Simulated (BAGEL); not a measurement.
**C3H4O3 (ethylene carbonate): B3LYP/cc-pVDZ (density fitting with cc-pvqz-jkfit)**

What is the energy change on altering one bond length of C3H4O3 (ethylene carbonate) at B3LYP/cc-pVDZ (density fitting with cc-pvqz-jkfit)? 

The calculation is run with BAGEL 1.2.2.

1 further run of the same task is left out (set aside as unsound or not needed).

### 1 The molecule

C3H4O3 has 10 atoms, charge 0, and is taken as a singlet. SMILES: `O=C1OCCO1`. The coordinates come from a PBE0-D4/def2-TZVP relaxation.

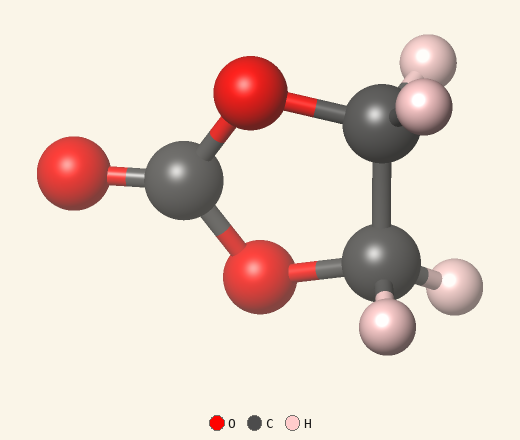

Viewed from a chosen angle; oxygen red, carbon dark grey, hydrogen pink.

### 2 A single-point energy at B3LYP/cc-pVDZ (density fitting with cc-pvqz-jkfit)

File input.json:

```json
{ "bagel": [

{
  "title": "molecule",
  "basis": "cc-pvdz.json",
  "df_basis": "cc-pvqz-jkfit",
  "angstrom": true,
  "geometry": [
    { "atom": "O", "xyz": [      -1.451010,      -0.478810,       2.201590 ] },
    { "atom": "C", "xyz": [      -0.809830,      -0.267220,       1.228740 ] },
    { "atom": "O", "xyz": [      -0.841800,      -1.015900,       0.106160 ] },
    { "atom": "C", "xyz": [       0.176270,      -0.580640,      -0.784680 ] },
    { "atom": "C", "xyz": [       0.512830,       0.808030,      -0.260860 ] },
    { "atom": "O", "xyz": [       0.057210,       0.757030,       1.084260 ] },
    { "atom": "H", "xyz": [       1.022300,      -1.270050,      -0.720380 ] },
    { "atom": "H", "xyz": [      -0.217340,      -0.580450,      -1.800170 ] },
    { "atom": "H", "xyz": [       1.579100,       1.029830,      -0.266000 ] },
    { "atom": "H", "xyz": [      -0.027740,       1.598220,      -0.788650 ] }
  ]
},

{ "title": "ks", "xc_func": "b3lyp" },

{ "title": "print", "file": "orbitals.molden", "orbitals": true }

]}
```

The basis set cc-pVDZ is read from a file made from the Basis Set Exchange's data (not shown).

Command:

```sh
BAGEL_NUM_THREADS=1 BAGEL input.json > input.out
```

What it wrote:

```text
* using 1 threads per process

  ===============================================================
  ===============================================================

  *** Geometry ***

  { "atom" : "O", "xyz" : [     -2.742012,     -0.904820,      4.160402 ] },
  { "atom" : "C", "xyz" : [     -1.530357,     -0.504973,      2.321982 ] },
  { "atom" : "O", "xyz" : [     -1.590771,     -1.919773,      0.200613 ] },
  { "atom" : "C", "xyz" : [      0.333102,     -1.097251,     -1.482830 ] },
  { "atom" : "C", "xyz" : [      0.969108,      1.526955,     -0.492954 ] },
  { "atom" : "O", "xyz" : [      0.108111,      1.430579,      2.048954 ] },
  { "atom" : "H", "xyz" : [      1.931867,     -2.400047,     -1.361321 ] },
  { "atom" : "H", "xyz" : [     -0.410713,     -1.096892,     -3.401828 ] },
  { "atom" : "H", "xyz" : [      2.984067,      1.946097,     -0.502667 ] },
  { "atom" : "H", "xyz" : [     -0.052421,      3.020198,     -1.490333 ] },

  Number of auxiliary basis functions:      840

  Since a DF basis is specified, we compute 2- and 3-index integrals:
    o Being stored without compression. Storage requirement is 0.073 GB

  Number of basis functions:      104
  Number of electrons      :       46

    * METHOD: MOLECULE                             1.39

  *** Kohn-Sham DFT ***

    * Removing 21544 points whose weight is below 1.00e-10
    * Grid points: 127516

  === Nuclear Repulsion ===
   247.7321919559

       - DIIS with orbital gradients will be used.

  === KS iteration (b3lyp / cc-pvdz.json) ===
      0       -294.28022552          0.12707786           1.00
      1       -230.89752057          0.20205725           0.93
      2       -278.16576816          0.13786378           0.87
      3       -299.31371676          0.18559497           1.02
      4       -340.70763980          0.04289011           1.13
      5       -339.56958680          0.05944748           0.99
      6       -342.36844311          0.00702716           0.98
      7       -342.37291614          0.00668385           0.97
      8       -342.41872645          0.00064838           0.98
      9       -342.41908009          0.00019067           1.00
     10       -342.41911362          0.00005324           0.99
     11       -342.41911529          0.00000755           0.98
     12       -342.41911532          0.00000397           0.94
     13       -342.41911533          0.00000129           1.06
     14       -342.41911534          0.00000016           0.95
     15       -342.41911534          0.00000015           0.83
     16       -342.41911534          0.00000003           1.02
     17       -342.41911534          0.00000002           0.95
     18       -342.41911534          0.00000001           0.95
    * SCF iteration converged.

    * Permanent dipole moment:
           (   -1.076878,    -0.355349,     1.633873) a.u.

    * METHOD: KS                                  20.09

    * METHOD: PRINT                                0.04

  ===============================================================
```

It took 22 s on 1 thread of Intel Xeon Platinum 8259CL at 2.50GHz (Skylake/Cascade Lake), shared host; peak memory 0.63 GiB.

### 3 The distorted shape at the same level

File job.json:

```json
{ "bagel": [

{
  "title": "molecule",
  "basis": "cc-pvdz.json",
  "df_basis": "cc-pvqz-jkfit",
  "angstrom": true,
  "geometry": [
    { "atom": "O", "xyz": [   -1.963980,   -0.648091,    2.979909 ] },
    { "atom": "C", "xyz": [   -0.809830,   -0.267220,    1.228740 ] },
    { "atom": "O", "xyz": [   -0.841800,   -1.015900,    0.106160 ] },
    { "atom": "C", "xyz": [    0.176270,   -0.580640,   -0.784680 ] },
    { "atom": "C", "xyz": [    0.512830,    0.808030,   -0.260860 ] },
    { "atom": "O", "xyz": [    0.057210,    0.757030,    1.084260 ] },
    { "atom": "H", "xyz": [    1.022300,   -1.270050,   -0.720380 ] },
    { "atom": "H", "xyz": [   -0.217340,   -0.580450,   -1.800170 ] },
    { "atom": "H", "xyz": [    1.579100,    1.029830,   -0.266000 ] },
    { "atom": "H", "xyz": [   -0.027740,    1.598220,   -0.788650 ] }
  ]
},
{
  "title": "ks",
  "xc_func": "b3lyp"
},
{
  "title": "print",
  "file": "orbitals.molden",
  "orbitals": true
}

]}
```

The basis set cc-pVDZ is read from a file made from the Basis Set Exchange's data (not shown).

Command:

```sh
BAGEL_NUM_THREADS=1 BAGEL job.json > job.out
```

What it wrote:

```text
* using 1 threads per process

  ===============================================================
  ===============================================================

  *** Geometry ***

  { "atom" : "O", "xyz" : [     -3.711384,     -1.224714,      5.631212 ] },
  { "atom" : "C", "xyz" : [     -1.530357,     -0.504973,      2.321982 ] },
  { "atom" : "O", "xyz" : [     -1.590771,     -1.919773,      0.200613 ] },
  { "atom" : "C", "xyz" : [      0.333102,     -1.097251,     -1.482830 ] },
  { "atom" : "C", "xyz" : [      0.969108,      1.526955,     -0.492954 ] },
  { "atom" : "O", "xyz" : [      0.108111,      1.430579,      2.048954 ] },
  { "atom" : "H", "xyz" : [      1.931867,     -2.400047,     -1.361321 ] },
  { "atom" : "H", "xyz" : [     -0.410713,     -1.096892,     -3.401828 ] },
  { "atom" : "H", "xyz" : [      2.984067,      1.946097,     -0.502667 ] },
  { "atom" : "H", "xyz" : [     -0.052421,      3.020198,     -1.490333 ] },

  Number of auxiliary basis functions:      840

  Since a DF basis is specified, we compute 2- and 3-index integrals:
    o Being stored without compression. Storage requirement is 0.073 GB

  Number of basis functions:      104
  Number of electrons      :       46

    * METHOD: MOLECULE                             1.53

  *** Kohn-Sham DFT ***

    * Removing 20465 points whose weight is below 1.00e-10
    * Grid points: 128595

  === Nuclear Repulsion ===
   225.9003077142

       - DIIS with orbital gradients will be used.

  === KS iteration (b3lyp / cc-pvdz.json) ===
      0       -285.18845660          0.12729528           1.00
      1       -156.65623507          0.14933535           0.94
      2       -289.54989970          0.14022574           0.94
      3       -318.06241563          0.07321530           0.93
      4       -326.75017027          0.12918110           0.91
      5       -339.48176804          0.03755569           0.84
      6       -341.66022688          0.02451957           0.92
      7       -340.48195161          0.03008603           0.95
      8       -340.63603635          0.03121186           0.90
      9       -335.84360410          0.03762632           0.95
     10       -339.90231229          0.03032732           1.07
     11       -341.60637220          0.02006966           1.14
     12       -340.89479549          0.02599518           1.17
     13       -341.08235839          0.02324083           1.21
     14       -341.19447065          0.02280188           1.56
     15       -335.18865451          0.04139210           1.13
     16       -341.32500133          0.02264192           0.84
     17       -340.34212754          0.02711848           0.86
     18       -340.85947668          0.02418105           1.15
     19       -340.76118528          0.02515261           1.16
     20       -341.20251570          0.02395497           1.16
     21       -334.53764574          0.04320790           1.17
     22       -340.74726003          0.02521055           1.17
     23       -340.46453824          0.02748124           1.17
     24       -340.53951115          0.02612842           0.99
     25       -341.06799154          0.02521614           1.16
     26       -340.98153371          0.02475967           1.17
     27       -333.04614182          0.05837578           1.17
     28       -341.98124765          0.01181938           1.14
     29       -342.08453952          0.00938867           1.13
     30       -342.02686149          0.01063607           1.12
     31       -342.14205280          0.00435283           1.11
     32       -342.16306483          0.00103152           1.16
     33       -342.16413993          0.00038299           1.15
     34       -342.16425375          0.00015094           0.94
     35       -342.16426759          0.00009387           0.92
     36       -342.16427454          0.00003182           0.96
     37       -342.16427596          0.00000387           1.07
     38       -342.16427600          0.00000288           1.07
     39       -342.16427601          0.00000095           1.05
     40       -342.16427601          0.00000069           1.04
     41       -342.16427601          0.00000031           1.09
     42       -342.16427601          0.00000038           1.04
     43       -342.16427601          0.00000011           1.08
     44       -342.16427601          0.00000011           1.01
     45       -342.16427601          0.00000003           1.01
     46       -342.16427601          0.00000002           0.90
     47       -342.16427601          0.00000002           1.59
     48       -342.16427601          0.00000001           1.52
    * SCF iteration converged.

    * Permanent dipole moment:
           (   -1.727692,    -0.570104,     2.621344) a.u.

    * METHOD: KS                                  54.47

    * METHOD: PRINT                                0.08

  ===============================================================
```

Run time: 56 s. Hardware: 1 thread of Intel Xeon Platinum 8259CL at 2.50GHz (Skylake/Cascade Lake), shared host; peak memory 0.64 GiB.

### 4 Outcome

At B3LYP/cc-pVDZ (density fitting with cc-pvqz-jkfit):

| quantity | value |
| --- | --- |
| first shape: total energy | -342.41912 Eh |
| first shape: dipole moment | 5.06 D |
| first shape: HOMO energy | -7.97 eV |
| first shape: LUMO energy | 1.08 eV |
| first shape: HOMO–LUMO gap | 9.05 eV |
| distorted shape: total energy | -342.16428 Eh |
| distorted shape: dipole moment | 8.11 D |
| distorted shape: HOMO energy | -5.76 eV |
| distorted shape: LUMO energy | -2.34 eV |
| distorted shape: HOMO–LUMO gap | 3.42 eV |
| energy change with the O1–C2 bond stretched from 1.184 to 2.132 Å | 6.935 eV |

What this shows: One bond (distorted shape) is far stretched, which a spin-restricted single reference describes badly; a broken-symmetry solution may lie lower. With the O1–C2 bond stretched from 1.184 to 2.132 Å the energy rises by 6.93 eV (160 kcal/mol). The first shape isn't relaxed at this level, so the change isn't measured from a minimum. A restricted reference can't describe the breaking bond well at this length.
